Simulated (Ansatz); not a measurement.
**C2H5NSi (SMILES C=C=[SiH]N): density, localisation and related maps**

```
atom    x (Å)    y (Å)    z (Å)
   C   0.2411   1.9391  -0.9744
   C   0.1878   0.6733  -0.6238
  Si  -0.1271  -0.9245  -0.2001
   N  -0.3778  -1.5149   1.3910
   H   1.1921   2.4600  -1.1185
   H  -0.6505   2.5480  -1.1487
   H  -0.0600  -2.0237  -1.1820
   H   0.1653  -2.3005   1.7234
   H  -0.5709  -0.8568   2.1333
```

Theory: RKS PBE0-D4/6-31G* in Ansatz 0.2.0.

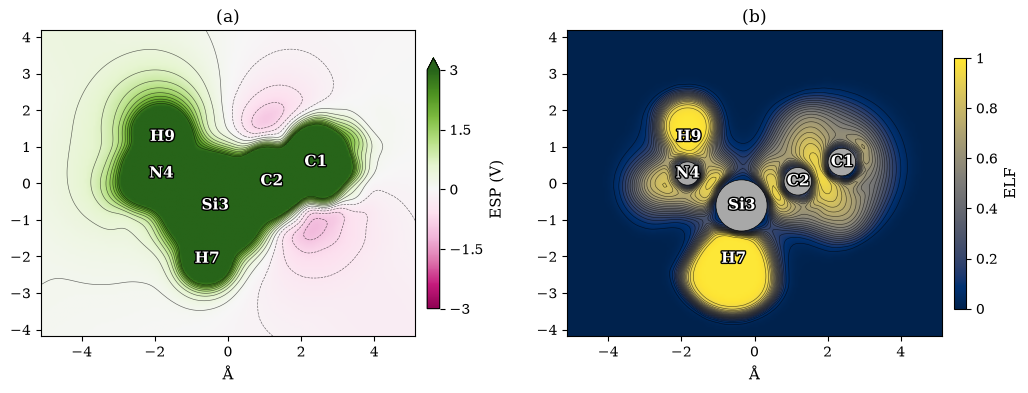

Figure 1. (a) molecular electrostatic potential; (b) ELF on the plane of atoms N4, Si3 and H7. Grey discs cover the atomic cores in the ELF map.

Q: What does the map show?

A: The plane passes through C, Si, N and H nuclei.
C–C (1.31 Å): the ELF peaks at about 0.95 between the atoms (a short, multiple covalent bond).
C–Si (1.68 Å): the ELF peaks at about 0.90 between the atoms, as expected for localised, covalent bonding.
Si–N (1.72 Å): the ELF peaks at about 0.90 between the atoms, as expected for a polar covalent bond.
N–H (1.01 Å): the ELF climbs to about 1 towards the hydrogen, as it does in any bond to H: a covalent bond by its length.
Si–H (1.48 Å): the ELF climbs to about 1 towards the hydrogen.
Outside the dense part of the molecule the potential is most negative (−1.1 V) near C2.

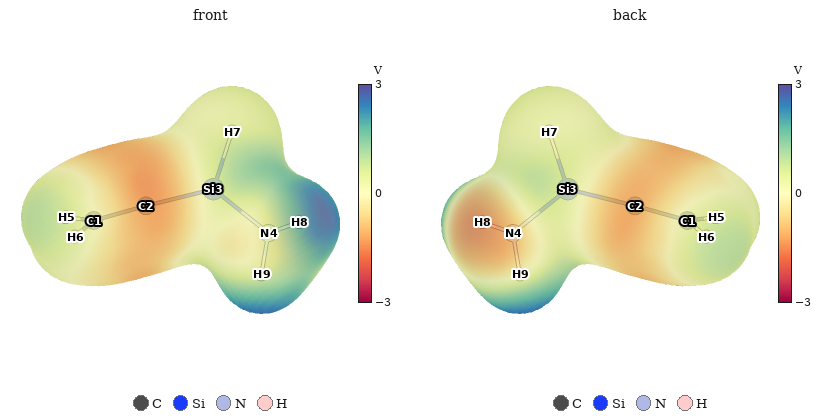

Figure 2. The molecular electrostatic potential painted on the density surface at 0.004 e/bohr³, seen from the front and from behind; red is negative and blue positive.

Q: Describe the electrostatic potential map.

A: The most negative region (about −1.4 V, or −32 kcal/mol for a unit charge) lies over C2 and N4, the most positive (about +2.6 V, or +60 kcal/mol for a unit charge) over H8 and H9.

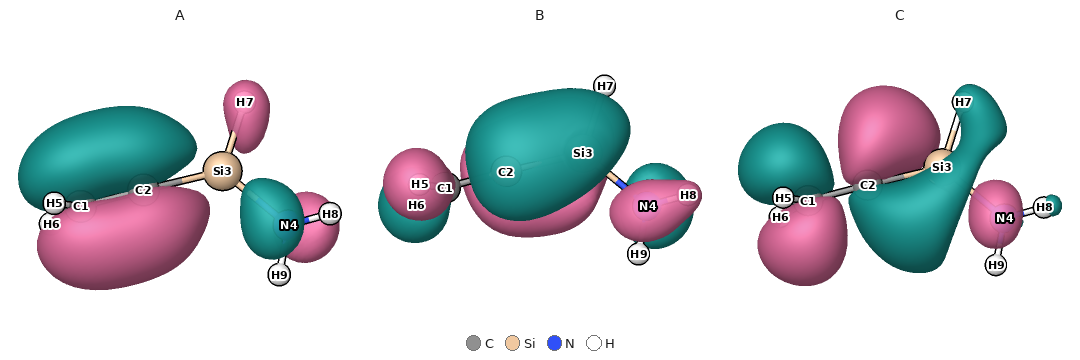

Figure 3. Three frontier orbitals at ±0.08 Å⁻³ᐟ² (teal and pink are the two phases), in no order.

Q: Which picture is the HOMO−1, the HOMO and the LUMO?

A: A is the HOMO−1 (−7.54 eV). By Hirshfeld shares it lies mainly on C1 (about 40 %), C2 (about 40 %) and N4 (about 5 %); π-bonding across C1–C2. B is the HOMO (−5.39 eV). Its weight (Hirshfeld) is mainly on C2 (about 40 %), Si3 (about 35 %), N4 (about 10 %) and C1 (about 5 %); π-bonding across C2–Si3. C is the LUMO (−0.34 eV). It lies mainly on C1 (about 30 %), C2 (about 25 %) and Si3 (about 25 %).

Q: What is the HOMO–LUMO gap?

A: 5.05 eV between the orbital energies.

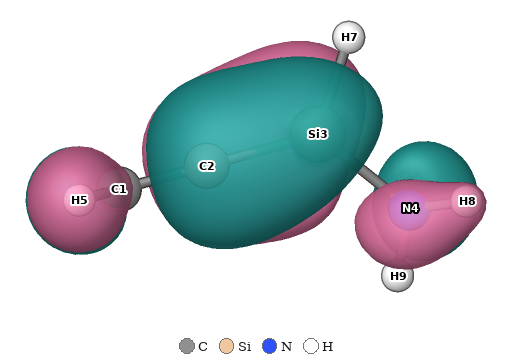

Figure 4. The HOMO at ±0.08 Å⁻³ᐟ² (teal and pink are the two phases), seen across its widest extent.

Q: Where does this orbital lie, and at what energy?

A: Its weight (Hirshfeld) is mainly on C2 (about 40 %), Si3 (about 35 %), N4 (about 10 %) and C1 (about 5 %); π-bonding across C2–Si3. Its energy is −5.39 eV.
